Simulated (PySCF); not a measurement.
# C$_{3}$H$_{8}$AlAsO: what the fields show

The calculation's input:

```
{"job": {"kind": "uv", "xc": "CAM-B3LYP", "basis": "def2-SVPD", "nstates": 8, "ntriplets": 3}, "charge": 0, "multiplicity": 1}
C     -1.947627    -1.145705     0.274408
C     -0.809665    -0.583501    -0.103897
C     -0.665553     0.848891    -0.539606
As     1.104031     1.523424     0.073073
Al     2.021120    -1.124747    -0.072198
O      0.365770    -1.255224    -0.110559
H     -2.869152    -0.593669     0.279141
H     -1.979723    -2.176127     0.581970
H     -1.498790     1.456487    -0.178677
H     -0.661066     0.888803    -1.637123
H      0.705055     2.984974    -0.010956
H      0.750749     1.514286     1.531336
H      2.712934    -1.166833     1.302686
H      2.771239    -1.171531    -1.411766
```

Command:

```sh
OMP_NUM_THREADS=1 python probes_run.py task.json out
```

Geometry: GFN2-xTB.

Level of theory: PySCF 2.14.0, CAM-B3LYP/def2-SVPD, SCF density, gas phase.

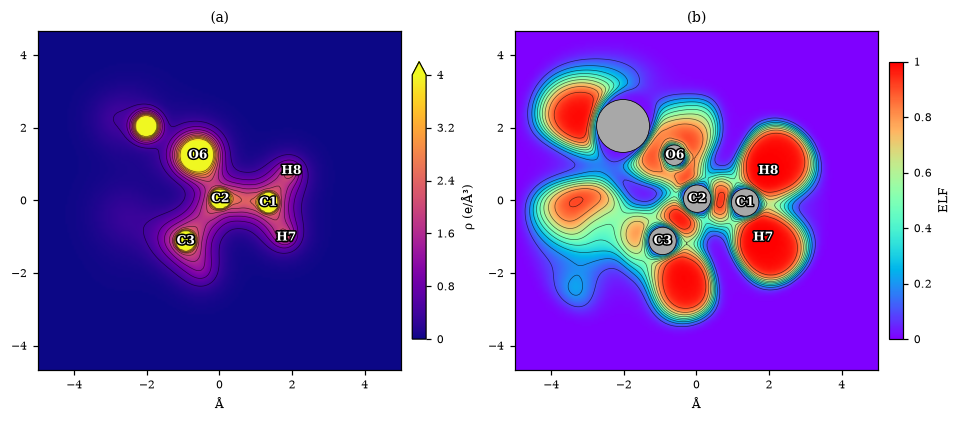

Figure 1. (a) electron density; (b) electron localisation function on the plane of atoms H7, C1 and H8. Grey discs cover the atomic cores in the ELF map.

**What do the fields say about this system?**

- Atoms in the plane: C, O and H.
- C–C (1.32 Å): the density is about 2.4 e/Å³ at the midpoint; the ELF peaks at about 0.95 between the atoms; a multiple bond.
- C–O (1.35 Å): ρ at the midpoint is about 2.3 e/Å³, with its minimum of 1.9 e/Å³ about 0.5 Å from C; the ELF peaks at about 0.90 between the atoms, as expected for a shared but strongly polarised pair.
- C–H (1.07 Å): the density is about 2 e/Å³ at the midpoint; the ELF climbs to about 1 towards the hydrogen, as it does in any bond to H: a covalent bond by its length.
- C–C (1.50 Å): ρ is about 1.7 e/Å³ halfway; the ELF peaks at about 0.95 between the atoms; localised, covalent bonding.
- The ELF also peaks beside O6, away from the bonds: lone-pair regions.

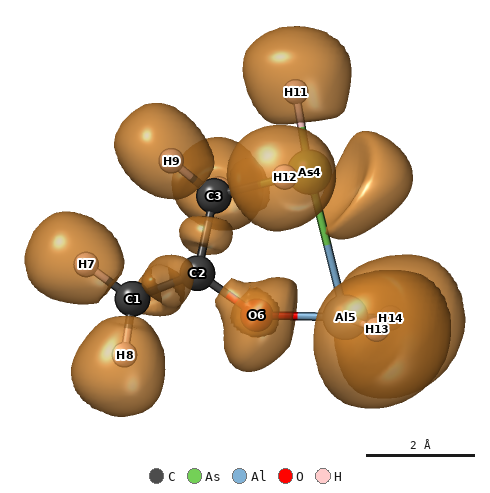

Figure 2. Isosurface of the electron localisation function at 0.75 (orange), seen across its widest extent. Only the valence region is drawn (cores and ρ < 0.01 e/Å³ removed).

**What do the ELF domains correspond to?**

The surface consists of one region between bonded As–C atoms (shared pairs), two regions between bonded C–C atoms (shared pairs), eight regions around hydrogen nuclei, one region on O in which the atom's valence shell and bonds are merged and one lobe on As, pointing away from the bonds (lone pairs).

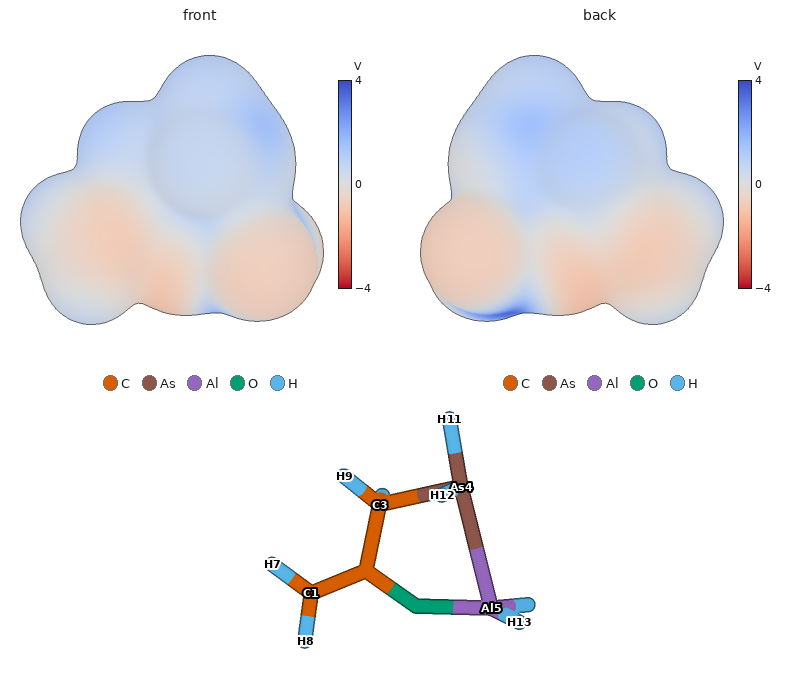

Figure 3. The molecular electrostatic potential painted on the density surface at 0.002 e/bohr³, seen from the front and from behind; the colour scale runs from red (negative) to blue (positive). The bare structure is drawn below in the same view.

**Which sites attract a positive test charge, and which a negative one?**

A positive charge is drawn to the negative regions and a negative charge to the positive ones. The most negative region (about −0.9 V, or −21 kcal/mol for a unit charge) lies over O6, the most positive (about +2.9 V, or +67 kcal/mol for a unit charge) over Al5.
